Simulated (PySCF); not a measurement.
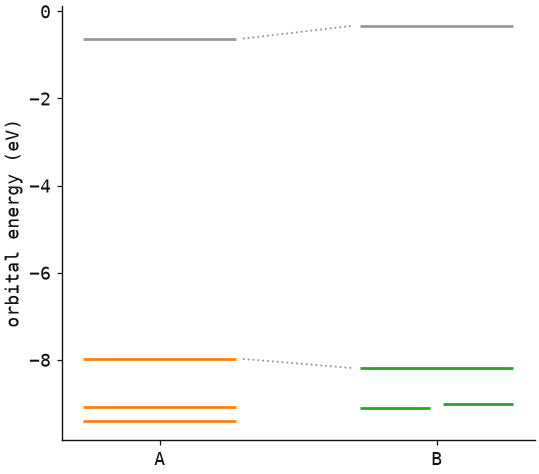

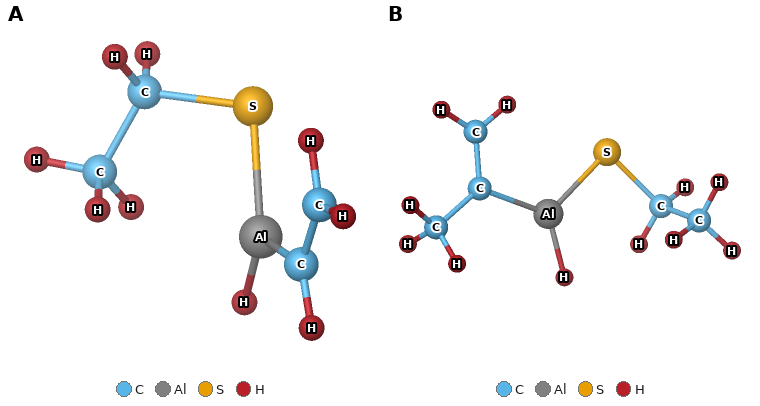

Related molecules: A is C₄H₉AlS, SMILES C=[CH][AlH][S]CC, singlet; B is C₅H₁₁AlS, SMILES C=[C](C)[AlH][S]CC, singlet. Frontier orbital energies, CAM-B3LYP/def2-SVPD, PySCF 2.14.0, at a GFN2-xTB geometry (no frequency check); drawn are at most three filled levels and, in grey, the LUMO with any level within 0.03 eV of it; dotted lines join the HOMOs and the LUMOs.

Question: What does the change do to the frontier levels?

Answer: From A to B the HOMO falls by 0.21 eV and the LUMO rises by 0.30 eV, so the separation goes from 7.35 to 7.86 eV.

Limits of at least one run: one conformer of a flexible molecule; the tight-binding geometry is rougher than a DFT one and adds to the error.
